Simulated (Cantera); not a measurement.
A closed system holds: 1 mol Cr, 9.4 mol NH3, 4.2 mol N2, 0.077 mol H2O, equilibrated at 3.40 bar.

Method: chemical equilibrium by Gibbs-energy minimisation in Cantera with the NASA 1993 tables (ideal gas, pure condensed phases). Candidate condensed phases: Cr, CrN, Cr2N, Cr2O3, H2O; 29 gas species. Mutual solubility and eutectic melting of coexisting phases are not modelled. The numbers say what is thermodynamically allowed, not how fast it happens.

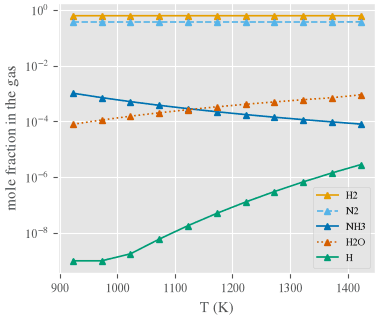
Equilibrium gas composition (values under 1e-9 drawn at 1e-9)

Q: Read off the mole fractions at 1223 K.

A: H2 about 0.63, N2 about 0.37, H2O about 0.00042, NH3 about 0.00018, H about 1.3e-7.
